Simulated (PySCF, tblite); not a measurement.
# C₅H₈: changes of charge, electronic excitations, EPR parameters, part 2 of 3

tblite 0.8.0 and PySCF 2.14.0. Atoms count from 0.

### Step 9. Vibrational analysis with GFN2-xTB

The job: settings as JSON, then the geometry in Å.

```
{"job": {"kind": "ir", "xc": "GFN2-xTB", "basis": "xTB"}, "charge": 1, "multiplicity": 2}
C      2.793403    -0.594273    -0.300070
C      1.590189    -0.178710    -0.435654
C      0.340597     0.245034    -0.595909
C     -0.738137     0.053206     0.386520
C     -2.134888     0.318496    -0.115582
H      3.639515     0.071220    -0.168295
H      3.068442    -1.643065    -0.320598
H      0.093225     0.764802    -1.517959
H     -0.661641    -0.920929     0.886900
H     -0.510638     0.770987     1.198921
H     -2.845185     0.297829     0.707551
H     -2.206544     1.276406    -0.628435
H     -2.444297    -0.453507    -0.823257
```

What it wrote:

```text
mode    cm-1     km/mol
  1      54.9      0.76
  2     149.9      3.75
  3     194.6      7.50
  4     301.1     23.90
  5     347.1      6.90
  6     416.2     39.72
  7     482.6      5.14
  8     626.1     85.43
  9     782.8     26.15
 10     790.5     40.56
 11     842.7     69.00
 12     923.8     49.94
 13     965.5      4.86
 14    1053.5     18.08
 15    1076.4      3.12
 16    1099.6     18.53
 17    1143.4     35.56
 18    1194.3    198.26
 19    1248.8     30.50
 20    1286.9     94.19
 21    1363.6     16.49
 22    1388.0    192.36
 23    1418.1     33.47
 24    1437.0     16.89
 25    1891.8    266.81
 26    2779.5     40.11
 27    2919.7     14.13
 28    2984.9     56.35
 29    2994.3     74.35
 30    2997.0     25.01
 31    3011.8    232.13
 32    3031.8     16.80
 33    3054.6      9.99
ZPE 276.653  H(298)-E 297.065  G(298)-E 197.731 kJ/mol  S 333.17 J/(mol K)
```

Run time: 0.37 s. Hardware: 1 thread of Intel Xeon Platinum 8275CL at 3.00GHz, shared host.

Which atoms move in the most intense modes:

```
cm⁻¹  km/mol                                  atoms
 626    85.4     H9 30 %, H7 18 %, C3 16 %, H8 11 %
 843    69.0              H5 36 %, H6 34 %, C0 21 %
1194   198.3     H6 24 %, H5 22 %, H7 21 %, C2 10 %
1287    94.2                       H8 43 %, H9 25 %
1388   192.4  H12 35 %, H11 32 %, H10 17 %, C4 14 %
1892   266.8                       C1 67 %, C0 22 %
2994    74.3                       H5 48 %, H6 43 %
3012   232.1                       H6 48 %, H5 44 %
```

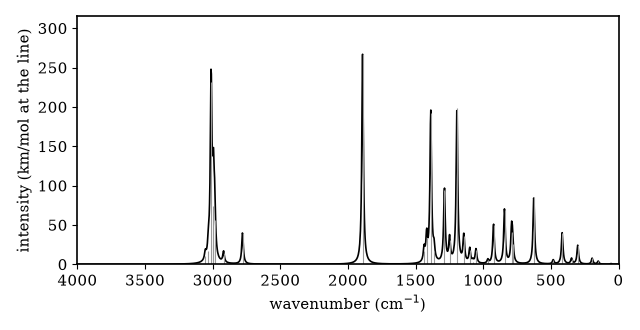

The infrared spectrum from these modes, unscaled. Lines are broadened to a width of 14 cm⁻¹ (Lorentzian).

### Step 10. Relaxing the molecule at PBE0-D3(BJ)/def2-SVP

This step treats C₅H₈+ (doublet), labelled `[CH2][C+]=CCC` (the label fixes atoms and charge, not where charge and spin sit).

Settings changed since step 9:

```diff
@@ -1,2 +1,2 @@
-{"job": {"kind": "ir", "xc": "GFN2-xTB", "basis": "xTB"}, "charge": 1, "multiplicity": 2}
+{"job": {"xc": "PBE0", "basis": "def2-SVP", "d3": "d3bj", "grid": 1, "kind": "geom"}, "charge": 1, "multiplicity": 2}
 C      2.793403    -0.594273    -0.300070
```

What it wrote:

```text
step   0  E = -194.57783721  max force = 0.021702
step   1  E = -194.58211432  max force = 0.004116
step   2  E = -194.58248410  max force = 0.002085
step   3  E = -194.58274378  max force = 0.001575
step   4  E = -194.58286172  max force = 0.001916
step   5  E = -194.58288255  max force = 0.000549
step   6  E = -194.58288432  max force = 0.000068
optimisation converged
```

It took 46 s on 1 thread of Intel Xeon Platinum 8275CL at 3.00GHz, shared host.

Relaxation path:

```
step  energy from step 0 (eV)  largest force component (eV/Å)
   0                   0.0000                          1.1160
   1                  -0.1164                          0.2117
   2                  -0.1264                          0.1072
   3                  -0.1335                          0.0810
   4                  -0.1367                          0.0985
   5                  -0.1373                          0.0282
   6                  -0.1373                          0.0035
```

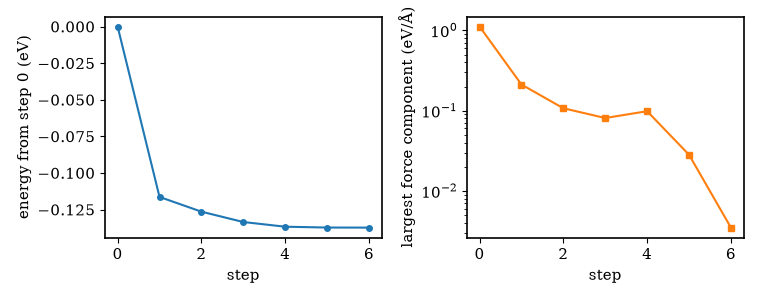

Energy and force, step by step.

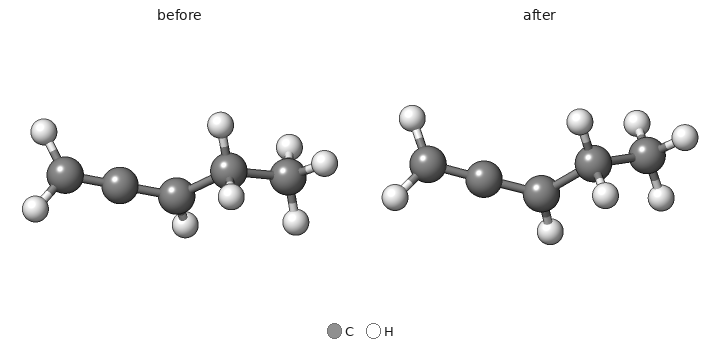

Before and after, at one scale.

Distances of close pairs at the start and the end, largest changes first:

```
  bond  before (Å)  after (Å)  change (Å)
 C0–C1       1.280      1.306      +0.026
 C0–H6       1.084      1.102      +0.017
 C0–H5       1.085      1.102      +0.017
 C2–H7       1.087      1.104      +0.017
 C3–C4       1.508      1.523      +0.015
 C2–C3       1.472      1.483      +0.011
C4–H11       1.089      1.100      +0.011
C4–H10       1.087      1.098      +0.011
```

The end geometry stands in the next job.

```
                         at the end point                 value
  point group (found at 0.08 Å tolerance)                    C1
rotational constants (GHz, main isotopes)  22.330, 2.148, 2.112
                                     ⟨S²⟩                 0.759
```

### Step 11. Harmonic vibrations (C₅H₈+ (doublet), [CH2][C+]=CCC): PBE0-D3(BJ)/def2-SVP

The job: settings as JSON, then the geometry in Å.

```
{"job": {"xc": "PBE0", "basis": "def2-SVP", "d3": "d3bj", "grid": 2, "kind": "hessian"}, "charge": 1, "multiplicity": 2}
C      2.776711    -0.596468    -0.359712
C      1.585601    -0.062209    -0.410146
C      0.358534     0.471058    -0.465510
C     -0.750220     0.152572     0.466152
C     -2.119473     0.062732    -0.193653
H      3.679290     0.030898    -0.284796
H      2.912953    -1.689216    -0.394179
H      0.174120     1.217011    -1.258155
H     -0.512204    -0.723851     1.087101
H     -0.733310     1.029528     1.158956
H     -2.888088    -0.061120     0.580801
H     -2.356541     0.968848    -0.770282
H     -2.175974    -0.805032    -0.866765
```

What it wrote:

```text
coarse grid: 10392 points
cycle   1  E = -194.5255124166  dE =  6.566e-01  |g| = 2.033e-01  |ddm| = 2.561e+00
cycle   2  E = -194.5086675828  dE =  1.684e-02  |g| = 2.797e-01  |ddm| = 6.454e-01
cycle   3  E = -194.5518046678  dE = -4.314e-02  |g| = 4.087e-02  |ddm| = 3.029e-01
cycle   4  E = -194.5524867297  dE = -6.821e-04  |g| = 2.612e-02  |ddm| = 6.141e-02
cycle   5  E = -194.5528649572  dE = -3.782e-04  |g| = 4.769e-03  |ddm| = 2.477e-02
cycle   6  E = -194.5528801415  dE = -1.518e-05  |g| = 3.759e-03  |ddm| = 9.461e-03
cycle   7  E = -194.5528901230  dE = -9.981e-06  |g| = 1.053e-03  |ddm| = 4.844e-03
final grid: 99016 points
cycle   8  E = -194.5828941990  dE = -1.923e-05  |g| = 4.300e-03  |ddm| = 1.697e-02
cycle   9  E = -194.5828940957  dE =  1.034e-07  |g| = 4.464e-03  |ddm| = 8.128e-03
cycle  10  E = -194.5829046470  dE = -1.055e-05  |g| = 5.281e-04  |ddm| = 4.153e-03
cycle  11  E = -194.5829048362  dE = -1.892e-07  |g| = 1.772e-04  |ddm| = 6.436e-04
cycle  12  E = -194.5829049078  dE = -7.168e-08  |g| = 1.610e-04  |ddm| = 4.431e-04
cycle  13  E = -194.5829049709  dE = -6.308e-08  |g| = 6.144e-05  |ddm| = 5.077e-04
cycle  14  E = -194.5829049907  dE = -1.977e-08  |g| = 1.929e-05  |ddm| = 4.142e-04
cycle  15  E = -194.5829049917  dE = -1.010e-09  |g| = 7.845e-06  |ddm| = 9.995e-05
cycle  16  E = -194.5829049918  dE = -6.554e-11  |g| = 3.860e-06  |ddm| = 1.635e-05
converged SCF energy = -194.5829049918

mode    cm-1
  1      70.7
  2     152.5
  3     230.9
  4     310.5
  5     322.8
  6     487.8
  7     524.4
  8     747.8
  9     825.7
 10     871.0
 11     900.3
 12     922.9
 13     993.9
 14    1051.1
 15    1075.0
 16    1147.0
 17    1174.8
 18    1261.7
 19    1334.1
 20    1368.5
 21    1397.2
 22    1406.1
 23    1458.8
 24    1468.8
 25    1745.6
 26    2935.3
 27    3074.8
 28    3100.5
 29    3121.4
 30    3136.6
 31    3177.0
 32    3190.4
 33    3200.3
ZPE 288.218  H(298)-E 307.870  G(298)-E 209.678 kJ/mol  S 329.34 J/(mol K)
```

Run time: 6.5 min. Hardware: 1 thread of Intel Xeon Platinum 8275CL at 3.00GHz, shared host; peak memory 1.8 GiB.

Zero-point energy 288.22 kJ/mol (xTB gave 276.65).

### Step 12. Single point (C5H8): wB97X-D3(BJ)/ma-def2-TZVP

Geometry: PBE0-D3(BJ)/def2-SVP, that of another charge or spin state.

Settings changed since step 11:

```diff
@@ -1,2 +1,2 @@
-{"job": {"xc": "PBE0", "basis": "def2-SVP", "d3": "d3bj", "grid": 2, "kind": "hessian"}, "charge": 1, "multiplicity": 2}
+{"job": {"kind": "sp", "xc": "wB97X", "basis": "ma-def2-TZVP", "d3": "d3bj", "grid": 2}, "charge": 0, "multiplicity": 1}
 C      2.776711    -0.596468    -0.359712
```

What it wrote:

```text
coarse grid: 10392 points
cycle   1  E = -195.4370237539  dE =  5.902e-01  |g| = 2.118e-01  |ddm| = 2.822e+00
cycle   2  E = -195.4515974856  dE = -1.457e-02  |g| = 7.790e-02  |ddm| = 6.019e-01
cycle   3  E = -195.4531592348  dE = -1.562e-03  |g| = 3.363e-02  |ddm| = 1.863e-01
cycle   4  E = -195.4534844491  dE = -3.252e-04  |g| = 8.683e-03  |ddm| = 7.972e-02
cycle   5  E = -195.4535084886  dE = -2.404e-05  |g| = 3.809e-03  |ddm| = 1.627e-02
cycle   6  E = -195.4535146139  dE = -6.125e-06  |g| = 8.765e-04  |ddm| = 8.621e-03
final grid: 99016 points
cycle   7  E = -195.4373959271  dE = -3.792e-05  |g| = 2.510e-03  |ddm| = 8.709e-02
cycle   8  E = -195.4373969519  dE = -1.025e-06  |g| = 1.595e-03  |ddm| = 8.161e-03
cycle   9  E = -195.4373975502  dE = -5.983e-07  |g| = 3.359e-04  |ddm| = 1.747e-03
cycle  10  E = -195.4373975846  dE = -3.435e-08  |g| = 1.512e-04  |ddm| = 9.723e-04
cycle  11  E = -195.4373975940  dE = -9.387e-09  |g| = 5.545e-05  |ddm| = 2.735e-04
converged SCF energy = -195.4373975940
```

Wall time 13 s (1 thread of Intel Xeon Platinum 8275CL at 3.00GHz, shared host); peak memory 0.73 GiB.

### Step 13. Single point (C5H8+ (doublet), [CH2][C+]=CCC): wB97X-D3(BJ)/ma-def2-TZVP

Geometry: PBE0-D3(BJ)/def2-SVP.

Settings changed since step 12:

```diff
@@ -1,2 +1,2 @@
-{"job": {"kind": "sp", "xc": "wB97X", "basis": "ma-def2-TZVP", "d3": "d3bj", "grid": 2}, "charge": 0, "multiplicity": 1}
+{"job": {"kind": "sp", "xc": "wB97X", "basis": "ma-def2-TZVP", "d3": "d3bj", "grid": 2}, "charge": 1, "multiplicity": 2}
 C      2.776711    -0.596468    -0.359712
```

What it wrote:

```text
final grid: 99016 points
cycle   1  E = -195.1145219650  dE = -2.785e-02  |g| = 1.640e-01  |ddm| = 1.149e+00
cycle   2  E = -195.1200478842  dE = -5.526e-03  |g| = 1.309e-01  |ddm| = 3.447e-01
cycle   3  E = -195.1287009721  dE = -8.653e-03  |g| = 2.024e-02  |ddm| = 1.987e-01
cycle   4  E = -195.1289431521  dE = -2.422e-04  |g| = 5.144e-03  |ddm| = 1.889e-02
cycle   5  E = -195.1290128511  dE = -6.970e-05  |g| = 2.131e-03  |ddm| = 2.079e-02
cycle   6  E = -195.1290209650  dE = -8.114e-06  |g| = 1.083e-03  |ddm| = 4.856e-03
cycle   7  E = -195.1290235195  dE = -2.555e-06  |g| = 4.635e-04  |ddm| = 3.288e-03
cycle   8  E = -195.1290240568  dE = -5.373e-07  |g| = 2.398e-04  |ddm| = 1.598e-03
cycle   9  E = -195.1290242968  dE = -2.400e-07  |g| = 1.525e-04  |ddm| = 1.001e-03
cycle  10  E = -195.1290244190  dE = -1.221e-07  |g| = 9.233e-05  |ddm| = 6.030e-04
cycle  11  E = -195.1290244802  dE = -6.120e-08  |g| = 4.681e-05  |ddm| = 4.766e-04
cycle  12  E = -195.1290244966  dE = -1.647e-08  |g| = 2.172e-05  |ddm| = 2.953e-04
cycle  13  E = -195.1290244991  dE = -2.464e-09  |g| = 1.618e-05  |ddm| = 8.337e-05
converged SCF energy = -195.1290244991
```

It took 29 s on 1 thread of Intel Xeon Platinum 8275CL at 3.00GHz, shared host; peak memory 0.81 GiB.

### Step 14. Single point (C5H8): wB97X-D3(BJ)/ma-def2-TZVP in dimethylsulfoxide

Geometry: PBE0-D3(BJ)/def2-SVP.

The job: settings as JSON, then the geometry in Å.

```
{"job": {"kind": "sp", "xc": "wB97X", "basis": "ma-def2-TZVP", "d3": "d3bj", "grid": 2, "solvent": "dimethylsulfoxide"}, "charge": 0, "multiplicity": 1}
C      2.764536    -0.127536    -0.252535
C      1.489592    -0.327786    -0.469751
C      0.211618    -0.530238    -0.675520
C     -0.870595    -0.353790     0.354921
C     -1.885965     0.713449    -0.037612
H      3.220490     0.856761    -0.405302
H      3.418702    -0.937979     0.087080
H     -0.104599    -0.835601    -1.682993
H     -1.389185    -1.319416     0.491326
H     -0.411852    -0.106665     1.324727
H     -2.682222     0.801324     0.717217
H     -1.403764     1.697509    -0.140508
H     -2.363938     0.476490    -1.001461
```

What it wrote:

```text
final grid: 99016 points
cycle   1  E = -195.4633869014  dE = -2.910e-04  |g| = 1.099e-02  |ddm| = 2.000e-01
cycle   2  E = -195.4634190271  dE = -3.213e-05  |g| = 7.899e-03  |ddm| = 6.108e-02
cycle   3  E = -195.4634348464  dE = -1.582e-05  |g| = 1.805e-03  |ddm| = 1.154e-02
cycle   4  E = -195.4634365776  dE = -1.731e-06  |g| = 7.569e-04  |ddm| = 1.094e-02
cycle   5  E = -195.4634368559  dE = -2.784e-07  |g| = 1.142e-04  |ddm| = 3.989e-03
cycle   6  E = -195.4634368663  dE = -1.040e-08  |g| = 4.404e-05  |ddm| = 8.414e-04
cycle   7  E = -195.4634368676  dE = -1.225e-09  |g| = 2.373e-05  |ddm| = 2.481e-04
converged SCF energy = -195.4634368676
```

Wall time 13 s (1 thread of Intel Xeon Platinum 8275CL at 3.00GHz, shared host); peak memory 0.81 GiB.

### Step 15. Single point (C5H8+ (doublet), [CH2][C+]=CCC): wB97X-D3(BJ)/ma-def2-TZVP in dimethylsulfoxide

Geometry: PBE0-D3(BJ)/def2-SVP.

The job: settings as JSON, then the geometry in Å.

```
{"job": {"kind": "sp", "xc": "wB97X", "basis": "ma-def2-TZVP", "d3": "d3bj", "grid": 2, "solvent": "dimethylsulfoxide"}, "charge": 1, "multiplicity": 2}
C      2.776711    -0.596468    -0.359712
C      1.585601    -0.062209    -0.410146
C      0.358534     0.471058    -0.465510
C     -0.750220     0.152572     0.466152
C     -2.119473     0.062732    -0.193653
H      3.679290     0.030898    -0.284796
H      2.912953    -1.689216    -0.394179
H      0.174120     1.217011    -1.258155
H     -0.512204    -0.723851     1.087101
H     -0.733310     1.029528     1.158956
H     -2.888088    -0.061120     0.580801
H     -2.356541     0.968848    -0.770282
H     -2.175974    -0.805032    -0.866765
```

What it wrote:

```text
final grid: 99016 points
cycle   1  E = -195.2187154190  dE = -9.234e-04  |g| = 9.577e-03  |ddm| = 6.205e-01
cycle   2  E = -195.2188114187  dE = -9.600e-05  |g| = 5.885e-03  |ddm| = 1.460e-01
cycle   3  E = -195.2188348750  dE = -2.346e-05  |g| = 2.315e-03  |ddm| = 2.922e-02
cycle   4  E = -195.2188438023  dE = -8.927e-06  |g| = 8.283e-04  |ddm| = 2.865e-02
cycle   5  E = -195.2188453085  dE = -1.506e-06  |g| = 4.299e-04  |ddm| = 4.046e-03
cycle   6  E = -195.2188460906  dE = -7.821e-07  |g| = 2.238e-04  |ddm| = 2.274e-03
cycle   7  E = -195.2188463199  dE = -2.293e-07  |g| = 1.200e-04  |ddm| = 1.232e-03
cycle   8  E = -195.2188463849  dE = -6.504e-08  |g| = 6.903e-05  |ddm| = 4.602e-04
cycle   9  E = -195.2188464132  dE = -2.827e-08  |g| = 4.031e-05  |ddm| = 3.915e-04
cycle  10  E = -195.2188464231  dE = -9.945e-09  |g| = 2.518e-05  |ddm| = 1.720e-04
converged SCF energy = -195.2188464231
```

Wall time 24 s (1 thread of Intel Xeon Platinum 8275CL at 3.00GHz, shared host); peak memory 0.81 GiB.

### Step 16. Changes of charge: wB97X-D3(BJ)/ma-def2-TZVP

This step combines the energies above: geometries from PBE0-D3(BJ)/def2-SVP, zero-point and thermal terms from PBE0-D3(BJ)/def2-SVP.

The job: settings as JSON, then the geometry in Å.

```
{"job": {"kind": "rx", "dirs": [1], "geom": {"xc": "PBE0", "basis": "def2-SVP", "d3": "d3bj", "grid": 1}, "hess": 1, "level": {"xc": "wB97X", "basis": "ma-def2-TZVP", "d3": "d3bj", "solvents": ["dimethylsulfoxide"]}}, "charge": 0, "multiplicity": 1}
C      2.764536    -0.127536    -0.252535
C      1.489592    -0.327786    -0.469751
C      0.211618    -0.530238    -0.675520
C     -0.870595    -0.353790     0.354921
C     -1.885965     0.713449    -0.037612
H      3.220490     0.856761    -0.405302
H      3.418702    -0.937979     0.087080
H     -0.104599    -0.835601    -1.682993
H     -1.389185    -1.319416     0.491326
H     -0.411852    -0.106665     1.324727
H     -2.682222     0.801324     0.717217
H     -1.403764     1.697509    -0.140508
H     -2.363938     0.476490    -1.001461
```

Output (the driver's rows laid out field by field):

```text
ionisation and electron attachment, wB97X-D3(BJ)/ma-def2-TZVP // PBE0-D3(BJ)/def2-SVP

row 1
  change                  oxidation
  charge                  1
  multiplicity            2
  vertical_ev             9.3905
  vertical_s2             0.753
  formula                 C5H8
  smiles                  [CH2][C+]=CCC
  kept                    yes
  pieces                  1
  point_group             C1
  adiabatic_electronic_ev 9.0045
  adiabatic_ev            8.9218
  free_energy_ev          8.8983
  s2                      0.762
  bonds_moved             1 2 1.31 1.339; 2 3 1.505 1.483; 3 9 1.101 1.118; 0 5 1.095 1.102
  spin_on                 2 C 0.34; 1 C 0.295; 0 C 0.232
  charge_moved            2 C 0.212; 1 C 0.174; 0 C 0.169; 5 H 0.089
  vertical_back_ev        8.3913
  relaxation_parent_ev    0.6132
  relaxation_ion_ev       0.386
  reorganisation_ev       0.9992
  solution                solvent dimethylsulfoxide, absolute_potential_v 6.5495, solvation_parent_kj -9.2, solvation_ion_kj -235.83
```

Wall time 14 min (1 thread of Intel Xeon Platinum 8275CL at 3.00GHz, shared host); peak memory 0.81 GiB.

Energy taken up on oxidation, or given off on reduction (eV; adiabatic with zero-point energy):

```
                    change        product  vertical  adiabatic  free energy  reorganisation  ⟨S²⟩
oxidation (multiplicity 2)  [CH2][C+]=CCC      9.39       8.92         8.90            1.00  0.76
```

On oxidation to multiplicity 2 charge changes most on C2 (+0.21 e), C1 (+0.17 e), C0 (+0.17 e); the spin sits on C2 (0.34), C1 (0.29), C0 (0.23); the bond C1–C2 goes from 1.310 to 1.339 Å; the absolute potential is 6.55 V in dimethylsulfoxide.

### Step 17. Electronic excitations: TDDFT B3LYP/def2-SVPD

Settings changed since step 16:

```diff
@@ -1,2 +1,2 @@
-{"job": {"kind": "rx", "dirs": [1], "geom": {"xc": "PBE0", "basis": "def2-SVP", "d3": "d3bj", "grid": 1}, "hess": 1, "level": {"xc": "wB97X", "basis": "ma-def2-TZVP", "d3": "d3bj", "solvents": ["dimethylsulfoxide"]}}, "charge": 0, "multiplicity": 1}
+{"job": {"kind": "uv", "xc": "B3LYP", "basis": "def2-SVPD", "nstates": 6, "ntriplets": 0}, "charge": 0, "multiplicity": 1}
 C      2.764536    -0.127536    -0.252535
```

With the program's defaults for keys left out, this is: TDDFT B3LYP/def2-SVPD, vertical, gas phase, core orbitals frozen in the response.

What it wrote:

```text
coarse grid: 10392 points
cycle   1  E = -195.0784329760  dE =  3.216e-01  |g| = 3.658e-01  |ddm| = 6.579e+00
cycle   2  E = -195.0712512657  dE =  7.182e-03  |g| = 4.071e-01  |ddm| = 1.265e+00
cycle   3  E = -195.1180397032  dE = -4.679e-02  |g| = 3.982e-02  |ddm| = 6.065e-01
cycle   4  E = -195.1182202837  dE = -1.806e-04  |g| = 2.985e-02  |ddm| = 1.274e-01
cycle   5  E = -195.1184586183  dE = -2.383e-04  |g| = 7.889e-03  |ddm| = 5.401e-02
cycle   6  E = -195.1184746143  dE = -1.600e-05  |g| = 1.693e-03  |ddm| = 1.529e-02
cycle   7  E = -195.1184753495  dE = -7.352e-07  |g| = 1.589e-04  |ddm| = 3.110e-03
final grid: 99016 points
cycle   8  E = -195.1598988844  dE = -2.889e-05  |g| = 4.494e-03  |ddm| = 1.248e-01
cycle   9  E = -195.1598959666  dE =  2.918e-06  |g| = 5.595e-03  |ddm| = 1.578e-02
cycle  10  E = -195.1599043887  dE = -8.422e-06  |g| = 8.593e-04  |ddm| = 8.211e-03
cycle  11  E = -195.1599045926  dE = -2.039e-07  |g| = 1.525e-04  |ddm| = 1.702e-03
cycle  12  E = -195.1599045978  dE = -5.267e-09  |g| = 6.190e-05  |ddm| = 3.547e-04
cycle  13  E = -195.1599045988  dE = -9.946e-10  |g| = 9.492e-06  |ddm| = 1.247e-04
converged SCF energy = -195.1599045988

Static polarisability (au): isotropic 67.162, principal 51.219 52.086 98.180

Singlet excitations
state   eV       nm        f      main configurations
  1   5.5964    221.5   0.00049   H->L 0.84
  2   6.1047    203.1   0.00013   H-1->L+1 0.83, H-1->L 0.09
  3   6.6988    185.1   0.03389   H->L+2 0.77, H->L+1 0.13
  4   6.8629    180.7   0.01199   H-1->L 0.44, H-1->L+2 0.28, H->L+1 0.14
  5   7.0607    175.6   0.22245   H->L+1 0.40, H-1->L+2 0.32, H->L+3 0.12
  6   7.3103    169.6   0.14940   H->L+3 0.50, H-1->L+2 0.18, H-1->L 0.18
```

Run time: 14 s. Hardware: 1 thread of Intel Xeon Platinum 8275CL at 3.00GHz, shared host; peak memory 0.73 GiB.

Frontier orbitals and where they lie:

```
orbital     eV                       atoms
 HOMO−3  -9.93  C4 31 %, C3 17 %, H10 14 %
 HOMO−2  -9.44   C3 27 %, C4 23 %, H9 14 %
 HOMO−1  -7.34    C0 41 %, C1 34 %, C2 8 %
   HOMO  -7.02    C2 35 %, C1 33 %, C0 9 %
   LUMO   0.00   C0 25 %, C1 25 %, C2 12 %
 LUMO+1   0.20   C1 28 %, C2 24 %, C0 14 %
 LUMO+2   0.69   C0 27 %, C1 20 %, H6 10 %
```

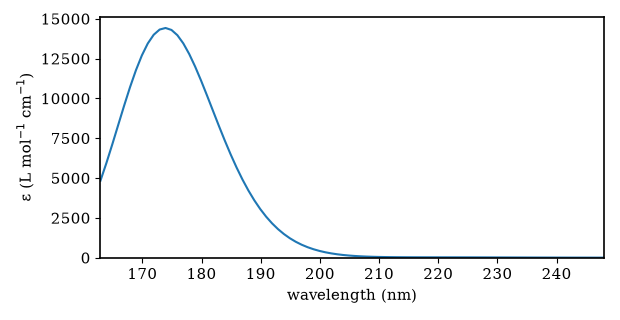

Absorption spectrum: each of the 6 states is a Gaussian band of 0.4 eV half-width at 1/e. Beyond the last state computed it falls off for lack of states.

Further results of this job:

```
           property  computed
  dipole moment (D)      0.46
polarisability (Å³)      9.95
 HOMO–LUMO gap (eV)      7.02
      −ε(HOMO) (eV)      7.02
```

[end of part 2 of 3]
